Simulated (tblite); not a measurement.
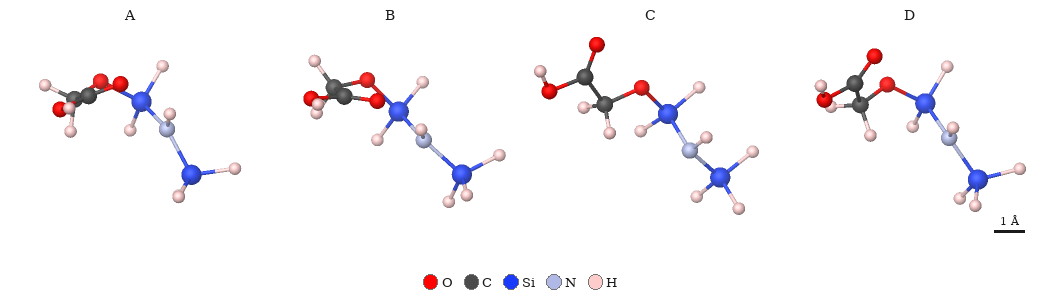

4 geometries from one relaxation of C$_{2}$H$_{9}$NO$_{3}$Si$_{2}$, in shuffled order. Style: ball-and-stick. Shown from a free direction.

All numbers below come from tblite 0.8.0, GFN2-xTB geometry optimisation, gas phase. 

Order the frames from highest to lowest energy.

Answer. C, D, A, B. They are steps 0, 132, 163, 233, at +18.6 kcal/mol, +3.46 kcal/mol, +1.51 kcal/mol relative to the last. The energy falls by 18.6 kcal/mol in 233 geometry steps. The largest move after the best rigid fit is that of an O atom, 2.32 Å. By element the largest moves are O 2.32 Å, H 1.89 Å, C 0.91 Å, Si 0.63 Å, N 0.43 Å. Near-neighbour distances that change, for instance: Si–Si 2.748 → 3.115 Å, C–O 1.430 → 1.378 Å, N–Si 1.685 → 1.730 Å, H–Si 1.489 → 1.457 Å. Bond angles that change, for instance: Si–N–Si 109.2° → 128.9°, O–Si–H 108.7° → 97.0°, C–O–Si 118.0° → 129.4°. Groups turn about C–O by about 100°.
